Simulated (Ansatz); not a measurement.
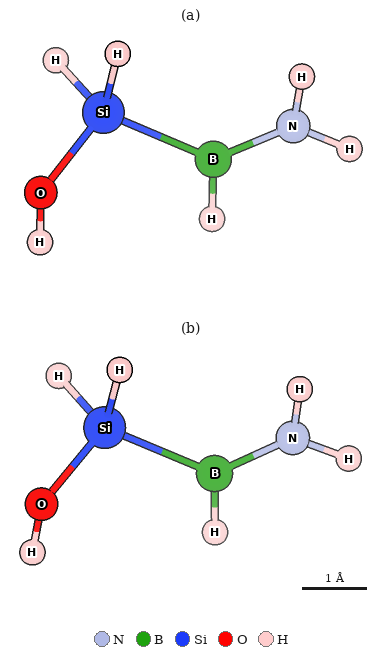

The structure of BSiNH$_{6}$O before (top) and after (bottom) a relaxation, at one scale.

The picture is a ball-and-stick view, seen at a tilt.

The start comes from PBE-D4/def2-SVP.

The calculation used RKS PBE0-D4/def2-TZVP in Ansatz. Settings: force threshold 0.005 eV/Å; at most 150 steps.

Question: What changed between the two?

Answer: Over 10 geometry steps the energy falls by 1.22 kcal/mol. Largest force component: 1 eV/Å at the start, 0.0047 eV/Å at the end. An H atom moves most after the best rigid fit: 0.13 Å. Largest moves by element: H 0.13 Å, Si 0.04 Å, B 0.03 Å, O 0.03 Å, N 0.02 Å. Among the contacts that change: O–Si 1.700 → 1.661 Å, H–Si 1.518 → 1.498 Å, B–H 1.222 → 1.203 Å, H–N 1.023 → 1.007 Å. Among the angles between lasting bonds that change: Si–O–H 112.6° → 116.4°. Cost: 23 s on 2 threads of Intel Xeon 6975P-C, on a shared host.
